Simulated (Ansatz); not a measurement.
```xyz
8

C     0.8571   -0.5716    0.2207
Br   -2.5453   -0.3360   -0.0746
F     2.1021   -0.0329   -0.0028
Ge   -0.4977    0.6611   -0.4959
H     0.7781   -1.5520   -0.2775
H     0.7011   -0.7185    1.3022
H    -0.3594    0.8321   -2.0150
H    -0.4730    2.0132    0.2303
```

Geometry: PBE0-D3(BJ)/def2-SVP.

Theory: isolated molecule in a Gaussian basis; Kohn-Sham density functional theory, functional PBE0 (Ansatz 0.2.0).

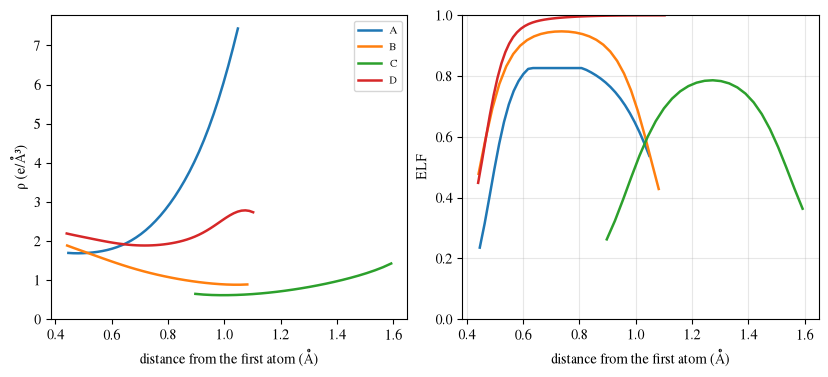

CH4BrFGe (SMILES F[CH2][GeH2][Br]). Electron density and electron localisation function along straight lines between neighbouring atoms. The curves leave out the atomic cores.

> Which curve belongs to which contact (C–F, C–Ge, C–H and Ge–Br)? The first atom named is at distance zero.

Curve A: C–F (1.37 Å): ρ at the midpoint is about 2.1 e/Å³, with its minimum of 1.7 e/Å³ about 0.5 Å from C; the ELF peaks at about 0.85 between the atoms; a polar covalent bond. Curve B: C–Ge (1.97 Å): the density is about 0.9 e/Å³ at the midpoint; the ELF peaks at about 0.95 in the valence shell of C, 0.7 Å from its nucleus, and is about 0.75 at the midpoint. Curve C: Ge–Br (2.32 Å): ρ at the midpoint is about 0.68 e/Å³; the ELF peaks at about 0.80 in the valence shell of Br, 1.0 Å from its nucleus, and is about 0.75 at the midpoint. Curve D: C–H (1.10 Å): ρ at the midpoint is about 2 e/Å³; the ELF climbs to about 1 towards the hydrogen, as it does in any bond to H; an ordinary covalent bond to hydrogen.
